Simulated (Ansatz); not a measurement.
# ZnO (zincite, P6_3mc): zone-centre modes under pressure, part 2 of 3

Aim: how do the optical modes of ZnO (zincite, P6_3mc) move with volume?

Ansatz 0.2.0; DFT PBE, scalar-relativistic, plane waves, PAW; PAW set soft_1.

So far. Step 3 (Tight relaxation): The largest force component left is 0.27 meV/Å and the pressure is 0.002 GPa, within the tolerances set. The cell now holds 12.33 Å³/atom.

## Step 4: Modes at rest

The modes at rest are the reference of the series, and the response to a field gives the dielectric tensor and the Born charges.

input.yaml

```yaml
crystal:
  lattice:
    - [3.2799420475, 0.0, 0.0]
    - [-1.6399710238, 2.8405131361, 0.0]
    - [0.0, 0.0, 5.2941964153]
  atoms:
    - { symbol: O, position: [0.6666666667, 0.3333333333, 0.3790369378] }
    - { symbol: O, position: [0.3333333333, 0.6666666667, 0.8790369378] }
    - { symbol: Zn, position: [0.3333333333, 0.6666666667, 0.4999730622] }
    - { symbol: Zn, position: [0.6666666667, 0.3333333333, -2.69378e-05] }
kpoints:
  mp_grid: { grid: [15, 15, 10] }
hamiltonian:
  xc: pbe
  pseudopotentials: { kind: paw, azcp: { folder: soft_1 } }
scf:
  occupations: { method: fixed }
output:
  eigenvalues: true
phonons:
  method: dfpt
  dielectric: true
  rigid_motions: translations
  raman: true
```

Launch:

```
$ ansatz run input.yaml --threads 4 --pin off --max-ram 16384MiB --backend cpu --events-out ev --progress --plain --runs-dir out
```

Numbers of over 12 decimals in the logs are rounded to 6 here.

The program printed:

```text
[...]
Crystal: 4 atoms, lattice volume = 49.325 Å³
Basis set: ecut = 420 eV, 989 PW (Γ), exchange–correlation on 48×48×72 points (8 copies of the dense FFT grid, shifted against one another)
Bands: 22, of which v1, the nominal top of the filled ones, is band 18 counted from 1 (17 counted from 0)
Symmetry: 12 space group operations
k-points: 608 of 2250 (irreducible under 2 space group operations, time reversal used)
[...]
SCF iter   1: F=—  HF=-7774.647526 eV  |F-HF|=—  |Δ(HF+E_count)|=         —  Δρ=1.08e-1  dr2=3.08e0  ethr=3.10e-3  ⟨swp⟩=4.4  Hψ=60695  notcnv=0  defer=1102
[...]
SCF iter  11: F=-7773.704153 eV  HF=-7773.704153 eV  |F-HF|=3.27e-11  |Δ(HF+E_count)|=   1.07e-9  Δρ=2.68e-7  dr2=3.10e-11  ethr=1.00e-12  ⟨swp⟩=6.9  Hψ=86324  notcnv=0
SCF 1 converged in 11 iterations: F = -7773.704153 eV  dr2 = 3.10e-11
[...]
NSCF: frozen V_eff on 4 k-points
DFPT response loops at Γ: preconditioner auto → Resta (q_TF=auto, 2.589 Å⁻¹)  ε∞=9.0 (no band partly filled); β = 1.00, the filter's whole step (`scf.mixing.beta` (0.50) is not read by the response loops at its default; to damp them type it under 1.00, their step now; it binds the ground state too); Broyden in place of MSR1
── the response to a field inside a basis, on 16×16×10 k-points: an SCF that follows is theirs, and a resumed run solves both again ──
Bands: 19, of which v1, the nominal top of the filled ones, is band 18 counted from 1 (17 counted from 0)
k-points: 360
[...]
Eigensolver: Dense (360 Hₖ)
SCF iter   1: F=—  HF=-7773.704185 eV  |F-HF|=—  |Δ(HF+E_count)|=         —  Δρ=4.27e-4  dr2=2.18e-5  ethr=1.00e-1
[...]
SCF iter   7: F=-7773.704186 eV  HF=-7773.704186 eV  |F-HF|=3.91e-11  |Δ(HF+E_count)|=   1.00e-9  Δρ=2.27e-7  dr2=2.60e-11  ethr=2.60e-12
SCF 1 converged in 7 iterations: F = -7773.704186 eV  dr2 = 2.60e-11
[...]
WARN: field response: ε∞ stands inside a basis, on 16×16×10 points; the force constants stand on the 15×15×10 k-mesh, whose period is 12.07 times the interband length at k = (0.0000, 0.0000, 0.0000), direct gap 0.741 eV, under 14: take them and everything formed from them as unconverged, and compare with a denser kpoints.mp_grid
SCF converged after 11 iterations
Free energy (F): -7773.704153 eV
[...]
Internal energy: -7773.704153 eV  (E = F + TS)
E sigma→0 (E₀):  -7773.704153 eV
Fermi energy:    6.661356 eV
[...]
--- Band table (eV; the first three rows and the last of 608) ---
  k-point 0: bands = [... 14 lower, 5.9106, 6.5816, 6.6614, 6.6614, 7.4020, 11.7697, 14.7339, 19.4162]
  k-point 1: bands = [... 14 lower, 5.9294, 6.3158, 6.6435, 6.6435, 7.6989, 11.6835, 14.8110, 19.4172]
  k-point 2: bands = [... 14 lower, 5.9838, 5.9838, 6.5913, 6.5913, 8.2375, 11.4371, 15.0378, 19.2277]
  k-point 607: bands = [... 14 lower, 4.1072, 4.1464, 5.5094, 5.6427, 12.0028, 14.1448, 15.0919, 15.1547]
--- Phonons (Γ-DFPT): 4 representative perturbations + reference, on 608 of 2250 k-points (Σ response iterations 16) ---
  k mesh reduced under 2 symmetry operations, with k and −k counted as one. Each operation leaves every solved perturbation unchanged. A smaller set is not considered because the run solves the response to a homogeneous field
  ASR residual: 2.450e-4 → 0.000e0 eV/Å²; symmetrization residual: 1.521e-6 eV/Å²
  ASR residual per site (eV/Å²): 2.45e-4 2.45e-4 5.54e-5 5.54e-5
  Γ frequencies (cm⁻¹): 0.00 0.00 0.00 90.74 90.74 244.81 345.22 365.49 365.49 395.50 395.50 508.92
  ε∞ (high-frequency dielectric tensor):
        5.206897     0.000000     0.000000
        0.000000     5.206897     0.000000
        0.000000    -0.000000     5.266459
  ε⁰ (static dielectric tensor: ions relaxed, cell fixed):
       10.461798     0.000000     0.000000
        0.000000    10.461798    -0.000000
        0.000000    -0.000000    11.470461
  ε⁰ − ε∞ (ionic part):
        5.254901     0.000000     0.000000
        0.000000     5.254901    -0.000000
        0.000000    -0.000000     6.204002
  softest optical mode at Γ: 90.74 cm⁻¹; the repairs (sum rule, projections) moved no ω² at Γ by more than (2.12 cm⁻¹)²
  Born effective charges Z* (e; rows j = field, columns β = displacement):
    site 0:
        -2.12658   -0.00000    0.00000
        -0.00000   -2.12658    0.00000
         0.00000    0.00000   -2.18249
    site 1:
        -2.12658   -0.00000    0.00000
        -0.00000   -2.12658   -0.00000
        -0.00000    0.00000   -2.18249
    site 2:
         2.12658    0.00000   -0.00000
         0.00000    2.12658    0.00000
        -0.00000   -0.00000    2.18249
    site 3:
         2.12658    0.00000    0.00000
         0.00000    2.12658   -0.00000
         0.00000   -0.00000    2.18249
  Z* charge neutrality: 1.368e-3 e pre-enforcement
  solved inside a basis spanned on kpoints, on 16×16×10 k-points transformed towards the longest dipole: ε∞ is read to err by 2.1e-2, Z* by 2.1e-2 e (field_mesh: kpoints solves on kpoints); Z* is corrected for what the basis lacks
  Raman tensors (in the event stream and the table raman_tensors.tsv): an entry may err by 7.5e-3 Å², one of the second-order susceptibility by 3.5e-1 pm/V (basis, points and sum rule); their sum over the sites missed zero by 2.191e-4 Å² ahead of its enforcement
  optical modes at Γ without the LO–TO term, one row a degenerate level:
      ω (cm⁻¹)  modes    IR ((D/Å)²/amu)  static Raman (Å⁴/amu)  depolarisation
         90.74      2             0.0000                 1.9001           0.750
        244.81      1             0.0000                 0.0000               —
        345.22      1            17.0990                10.4423           0.126
        365.49      2            32.4683                 0.6548           0.750
        395.50      2             0.0000                 4.3803           0.750
        508.92      1             0.0000                 0.0000               —
  optical modes at Γ + LO–TO along q̂ = [1.0000, 0.0000, 0.0000]:
      ω (cm⁻¹)  modes    IR ((D/Å)²/amu)  static Raman (Å⁴/amu)  depolarisation
         90.74      2             0.0000                 1.9001           0.750
        244.81      1             0.0000                 0.0000               —
        345.22      1            17.0990                10.4423           0.126
        365.49      1            16.2341                 0.3274           0.750
        395.50      2             0.0000                 4.3803           0.750
        508.92      1             0.0000                 0.0000               —
        518.08      1            16.2341               100.6926           0.750
  optical modes at Γ + LO–TO along q̂ = [0.0000, 1.0000, 0.0000]:
      ω (cm⁻¹)  modes    IR ((D/Å)²/amu)  static Raman (Å⁴/amu)  depolarisation
         90.74      2             0.0000                 1.9001           0.750
        244.81      1             0.0000                 0.0000               —
        345.22      1            17.0990                10.4423           0.126
        365.49      1            16.2341                 0.3274           0.750
        395.50      2             0.0000                 4.3803           0.750
        508.92      1             0.0000                 0.0000               —
        518.08      1            16.2341               100.6926           0.750
  optical modes at Γ + LO–TO along q̂ = [0.0000, 0.0000, 1.0000]:
      ω (cm⁻¹)  modes    IR ((D/Å)²/amu)  static Raman (Å⁴/amu)  depolarisation
         90.74      2             0.0000                 1.9001           0.750
        244.81      1             0.0000                 0.0000               —
        365.49      2            32.4683                 0.6548           0.750
        395.50      2             0.0000                 4.3803           0.750
        508.92      1             0.0000                 0.0000               —
        509.48      1            17.0990               391.0810           0.704
```

The job ended after 13 min (4 threads of Arm Neoverse V2, shared host; peak memory 3.7 GiB; 51 min of CPU time).

The column dr2 measures how far the density is from self-consistency, as an energy; F and HF (Harris–Foulkes) agree once it is small.

This step gave:

| Property | Result |
| --- | --- |
| sum-rule residual before enforcement | 2.45e-4 eV/Å² |
| miss of the charge sum rule | 0.001368 e |
| estimated error of the dielectric tensor | 0.02107 |
| estimated error of the Born charges | 0.02095 e |
| point group | 6mm |
| highest optical mode at the zone centre (no LO-TO term) | 508.9 cm⁻¹ |
| lowest optical zone-centre mode | 90.74 cm⁻¹ |
| mean high-frequency dielectric constant | 5.227 |
| largest Born charge (third of the trace) | -2.145 e |
| mean static dielectric constant | 10.80 |
| top of the zone-centre spectrum with the field | 518.1 cm⁻¹ |

Without the LO-TO term. Patterns of degenerate modes are one choice out of their space. The modes at Γ (shares of kinetic energy by element, %):

```csv
mode,frequency (cm⁻¹),symmetry,O %,Zn %
1,0.0,acoustic,20,80
2,0.0,acoustic,20,80
3,0.0,acoustic,20,80
4,90.7,E2,14,86
5,90.7,E2,14,86
6,244.8,B1,1,99
7,345.2,A1,80,20
8,365.5,E1,80,20
9,365.5,E1,80,20
10,395.5,E2,86,14
11,395.5,E2,86,14
12,508.9,B1,99,1
```

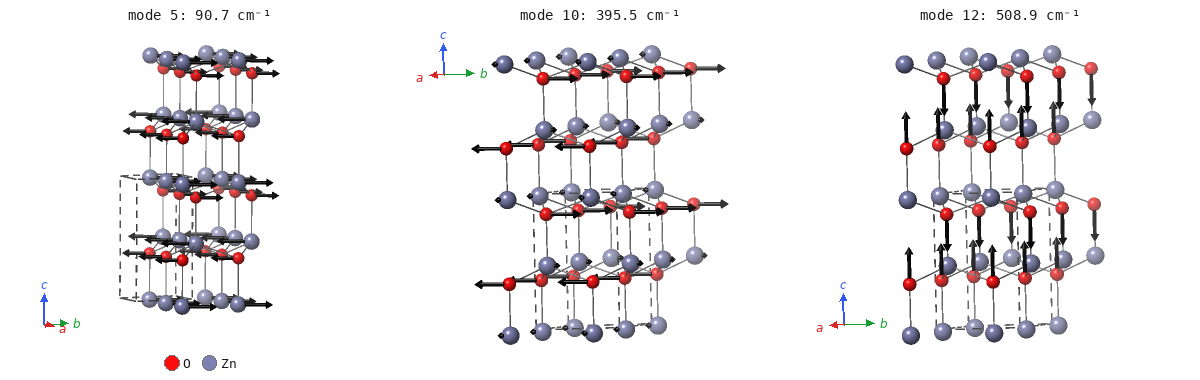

Displacement patterns of modes 5, 10 and 12 at Γ; arrows are exaggerated. 3×2×2 cells are drawn. Some periodic images of atoms are drawn too.

Optical modes at the zone centre, without and with the macroscopic field of the longitudinal modes; each column is sorted by frequency, so a row need not hold one and the same mode. Modes with and without the field, by row:

```csv
rank among optical modes,no field (cm⁻¹),"q along (1, 0, 0) (cm⁻¹)","q along (0, 0, 1) (cm⁻¹)"
1,90.7,90.7,90.7
2,90.7,90.7,90.7
3,244.8,244.8,244.8
4,345.2,345.2,365.5
5,365.5,365.5,365.5
6,365.5,395.5,395.5
7,395.5,395.5,395.5
8,395.5,508.9,508.9
9,508.9,518.1,509.5
```

Born charge (rows field, columns displacement) (e), principal values of the symmetric part by kind of site:

```csv
atom,atoms with these values,low,middle,high,mean
O1,2,-2.18,-2.13,-2.13,-2.15
Zn3,2,2.13,2.13,2.18,2.15
```

In full for Zn3:

```
2.13 0.00 0.00
0.00 2.13 0.00
0.00 0.00 2.18
```

High-frequency dielectric tensor:

```
5.21 0.00 0.00
0.00 5.21 0.00
0.00 0.00 5.27
```

Static dielectric tensor (ions relaxed, fixed cell):

```
10.46  0.00  0.00
 0.00 10.46  0.00
 0.00  0.00 11.47
```

Transverse modes. Infrared lines, with heights relative to the strongest:

```csv
position (cm⁻¹),label,relative intensity
91,E2,0.0
245,B1,0.0
345,A1,53
366,E1,100
396,E2,0.0
509,B1,0.0
```

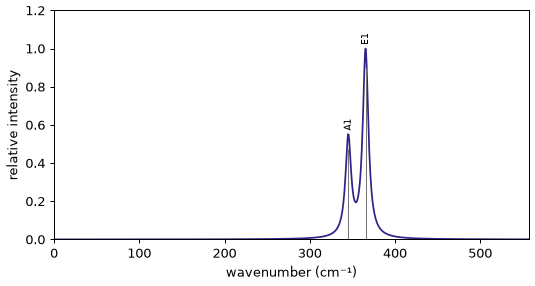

The infrared spectrum, broadened with Lorentzians of width 8 cm⁻¹; bars mark the lines.

Activity x (w_L - w)^4 (n + 1)/w, 532 nm, 300 K; the tensors are static ones, while 532 nm light lies above the computed direct gap, where resonance would change the heights; modes without the macroscopic field alone. Raman lines, with heights relative to the strongest:

```csv
position (cm⁻¹),label,relative intensity
91,E2,100
245,B1,0.0
345,A1,60
366,E1,3.4
396,E2,21
509,B1,0.0
```

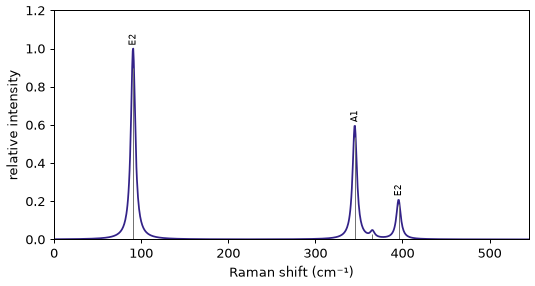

The Raman spectrum, broadened with Lorentzians of width 6 cm⁻¹; bars mark the lines.

Before it was imposed, the acoustic sum rule was missed by 2.5e-4 eV/Å² and the charge sum rule by 0.0014 e. Small misses are needed for a sound result but don't prove that mesh and cutoff are converged. The lowest optical mode is real, 90.7 cm⁻¹.

The log warns of the k mesh: “the force constants stand on the 15×15×10 k-mesh, whose period is 12.07 times the interband length at k = (0.0000, 0.0000, 0.0000), direct gap 0.741 eV, under 14: take them and everything formed from them as unconverged”. So the frequencies of this run count as unconverged too.

## Step 5: Relaxation of a member: 1.06 times the volume at rest

The cell is set to 1.06 times the volume at rest, and shape and atoms relax at that volume.

input.yaml

```yaml
crystal:
  lattice:
    - [3.3438860783, 0.0, 0.0]
    - [-1.6719430392, 2.8958902912, 0.0]
    - [0.0, 0.0, 5.3992732761]
  atoms:
    - { symbol: O, position: [0.6666666667, 0.3333333333, 0.3790242923] }
    - { symbol: O, position: [0.3333333333, 0.6666666667, 0.8790242923] }
    - { symbol: Zn, position: [0.3333333333, 0.6666666667, 0.4999857077] }
    - { symbol: Zn, position: [0.6666666667, 0.3333333333, -1.42923e-05] }
kpoints:
  mp_grid: { grid: [15, 15, 10] }
hamiltonian:
  xc: pbe
  pseudopotentials: { kind: paw, azcp: { folder: soft_1 } }
scf:
  occupations: { method: gaussian, width: 0.02 }
output:
  forces: true
  stress: true
  eigenvalues: true
relax:
  adjacent_minimum: "off"
  f_tol: 0.001
  max_steps: 60
  cell: { stress_tol: 0.01, fix: [volume] }
```

The program printed:

```text
[...]
Crystal: 4 atoms, lattice volume = 52.284 Å³
Basis set: ecut = 420 eV, 1039 PW (Γ), exchange–correlation on 48×48×80 points (8 copies of the dense FFT grid, shifted against one another)
Bands: 22, of which v1, the nominal top of the filled ones, is band 18 counted from 1 (17 counted from 0)
Symmetry: 12 space group operations
[...]
--- Relaxed structure (3 steps of the walk, 3 accepted, 1 SCFs on fresh bases) ---
[...]
cell:  # Å, volume = 52.2840 Å³
    - [3.343703, 2.8865922572920754e-11, 0]
    - [-1.671851, 2.895731, 0]
    - [0, 0, 5.399865]
  atoms:
    - { symbol: O, position: [0.666667, 0.333333, 0.379021] }
    - { symbol: O, position: [0.333333, 0.666667, 0.879021] }
    - { symbol: Zn, position: [0.333333, 0.666667, 0.499989] }
    - { symbol: Zn, position: [0.666667, 0.333333, -1.1422023769184343e-5] }
[key lines of the parts left out:]
SCF converged after 6 iterations
Free energy (F): -7773.639680 eV
Fermi energy:    6.178836 eV
P = ⅓ Tr σ = -6.6182 GPa (-66.182 kbar)
```

The job ended after 17 s (4 threads; peak memory 0.49 GiB).

Little changed from the start: no atom moved by 0.005 Å and no cell edge by 0.1 %.

Numbers from this step:

```yaml
pressure: -6.618 GPa
gap_on_the_k_mesh: 0.6531 eV
volume_per_atom: 13.07 Å³
```

The largest force component left is 0.43 meV/Å, at a pressure of -6.62 GPa.

[end of part 2 of 3]

[Logs are printed without paths, hosts, clocks, repeated set-up lines and the standing remarks that a program may print on its own settings, such as how far it seeks lower states.]

[Hosts, paths, dates, database ids (printed as entryN), source tags and the programs' standing remarks are cut or masked in the printed files.]
